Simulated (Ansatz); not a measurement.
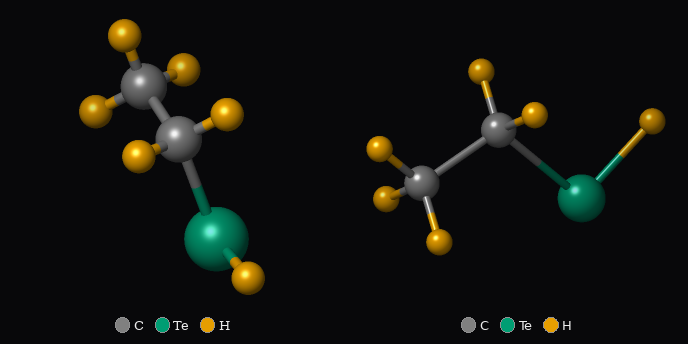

The same structure drawn twice, from different directions.

Computed geometry: PBE0-D4/def2-TZVP optimisation.

Count the atoms of each element.

Answer. C₂H₆Te, 9 atoms: 2 carbon, 6 hydrogen and 1 tellurium.

What is the point group of this geometry?

Answer. Cs.

How many sets of symmetry-equivalent atoms are there?

Answer. 7: 1 C, 1 C, 1 Te, 2 H, 1 H, 2 H, 1 H.

Count the bonded pairs by element.

Answer. 5 C–H, 1 C–C, 1 C–Te, 1 Te–H.

More results for the same structure follow; atom numbers are the same in all pictures, views and colours differ.

Shape

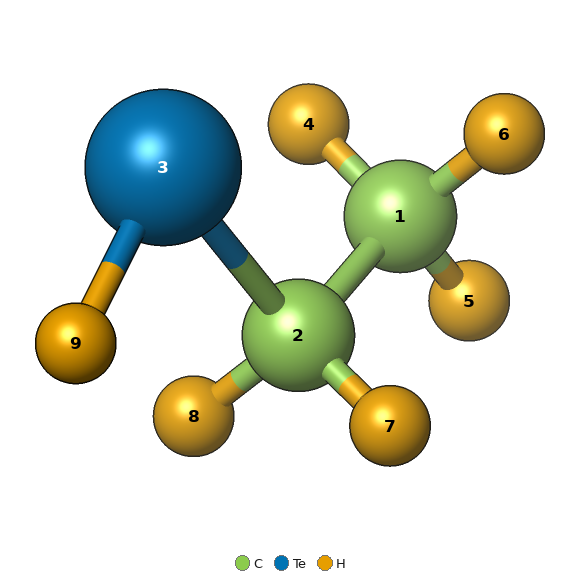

Numbered structure.

List the bonds and their lengths.

```csv
bond,length (Å),order
C1–C2,1.514,single
C1–H4,1.093,single
C1–H5,1.094,single
C1–H6,1.093,single
C2–Te3,2.158,single
C2–H7,1.089,single
C2–H8,1.089,single
Te3–H9,1.658,single
```

Levels of theory compared

Program: Ansatz 0.2.0.

At this fixed geometry, give dipole (D) at these levels: B3LYP-D4/def2-TZVPP; PBE-D4/def2-TZVPP; PBE0-D4/def2-TZVP; r2SCAN-D4/def2-TZVPP; ωB97M-V/def2-TZVPP.

| level | dipole (D) |
| --- | --- |
| B3LYP-D4/def2-TZVPP | 1.41 |
| PBE-D4/def2-TZVPP | 1.43 |
| PBE0-D4/def2-TZVP | 1.47 |
| r2SCAN-D4/def2-TZVPP | 1.51 |
| ωB97M-V/def2-TZVPP | 1.37 |

Thermal motion

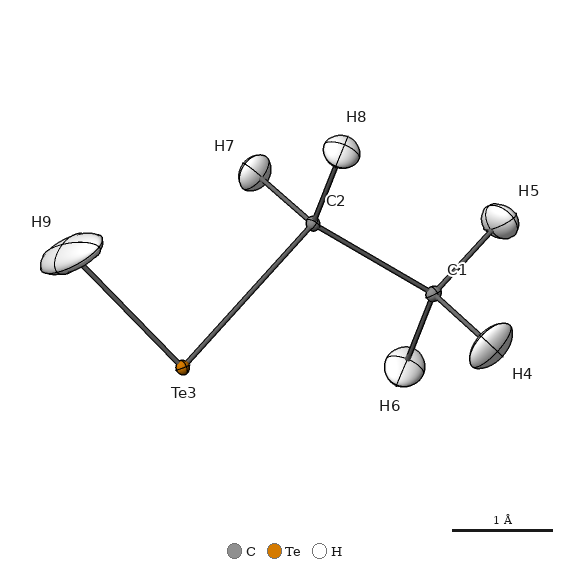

Displacement ellipsoids at the 50 % level, from the internal vibrations of the free molecule (harmonic, no overall translation or rotation; no half-axis is drawn under 0.075 Å). Vibrations computed with RKS PBE0-D4/def2-TZVP, core potentials on Te (Ansatz 0.2.0). Temperature: 0 K (zero-point motion alone).

Which atom has the largest mean-square displacement?

Answer. H9, with U_eq = 0.0553 Å².

Does H9 move more along its bond or across it?

Answer. Across it: the root-mean-square amplitude is 0.088 Å along the bond and up to 0.362 Å across, since bending and torsion are softer than stretching.

List U_eq and the three principal root-mean-square amplitudes for each kind of atom.

```csv
atom,U_eq (Å²),rms amplitudes (Å)
C1,0.0016,"0.025, 0.025, 0.059"
C2,0.0016,"0.034, 0.040, 0.046"
Te3,0.00004,"0.003, 0.003, 0.009"
"H4, H6",0.0183,"0.075, 0.130, 0.180"
H5,0.0183,"0.090, 0.126, 0.177"
"H7, H8",0.0124,"0.078, 0.121, 0.127"
H9,0.0553,"0.088, 0.165, 0.362"
```

Vibrations

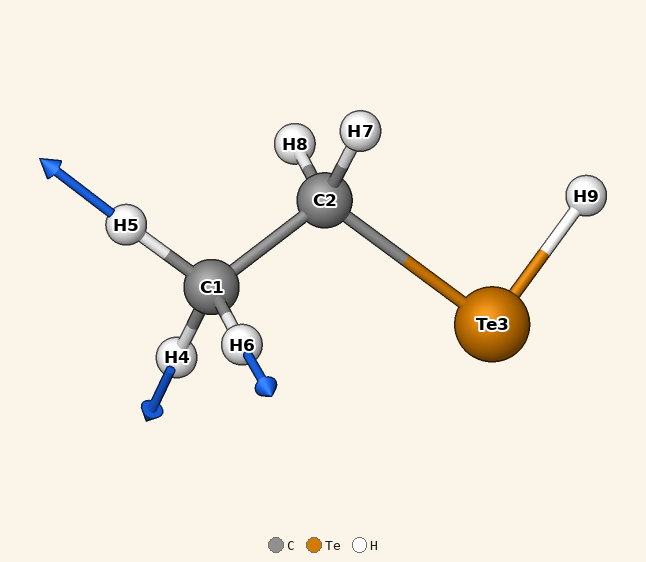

The arrows show one normal mode. Harmonic vibrations computed with RKS PBE0-D4/def2-TZVP, core potentials on Te (Ansatz 0.2.0) at a stationary point of the same level.

What kind of motion is it?

Answer. Mostly in-phase stretching of 3 C–H bonds.

At what wavenumber does it lie?

Answer. 3045 cm⁻¹; it is mode 17 of 21 counted from the lowest.
